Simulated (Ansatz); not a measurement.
Abstraction of H: GeH2F2 + SiH2(SeH) → GeHF2 + SiH3(SeH)

Species: GeH2F2 (difluorogermane) `[F][GeH2][F]`, singlet; SiH2(SeH), doublet; GeHF2 `[F][GeH][F]`, doublet; SiH3(SeH), singlet. A radical takes H: the energy is the difference in strength between the Ge–H bond broken and the Si–H bond made.

Shapes, held fixed at every level: PBE0-D4/def2-TZVP. Flexible molecules stand in one conformer, not always the lowest. Programs: Ansatz 0.2.0. The zero-point and thermal change to 298 K, harmonic and unscaled (PBE0-D4/def2-TZVP), is 0.0 kJ/mol.

```tsv
level	kind	ΔH(298 K) (kJ/mol)	less CCSD(T)/def2-TZVPP	CPU time (sum over the molecules)
MP2/def2-TZVPP	perturbation theory	-9.9	-2.0	–
HF/def2-SVP	Hartree–Fock	-5.1	+2.8	–
PBE-D4/def2-TZVPP	GGA	-16.6	-8.7	14 s
r2SCAN-D4/def2-TZVPP	meta-GGA	-13.0	-5.1	30 s
r2SCAN0-D4/def2-TZVPP	global hybrid	-10.7	-2.8	30 s
wB97X-V/def2-TZVPP	range-separated hybrid	-16.9	-9.0	44 s
CCSD(T)/def2-TZVPP	coupled cluster or CI	-7.9	0.0	4.7 min
```

The highest level, CCSD(T)/def2-TZVPP, gives ΔH(298 K) = -7.9 kJ/mol; the levels span -16.9 to -5.1. The column of differences is taken from that level and isn't an error. No measured value is set beside it here. Open shells run unrestricted. Relativity is left out for Ge, Se. Outer-core shells of Ge, Se are correlated in most correlated rows, in sets that cover them unevenly. Times are processor times on shared x86 and Arm servers, and rough.

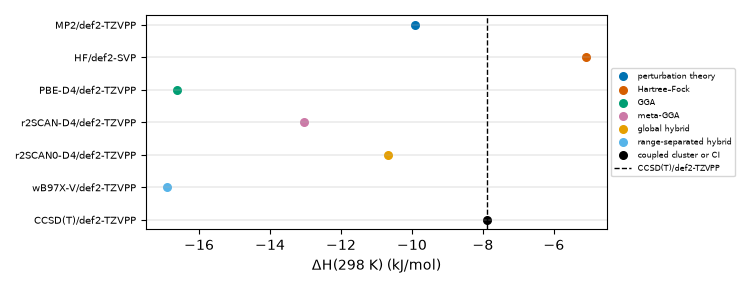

The values of the table, level by level.
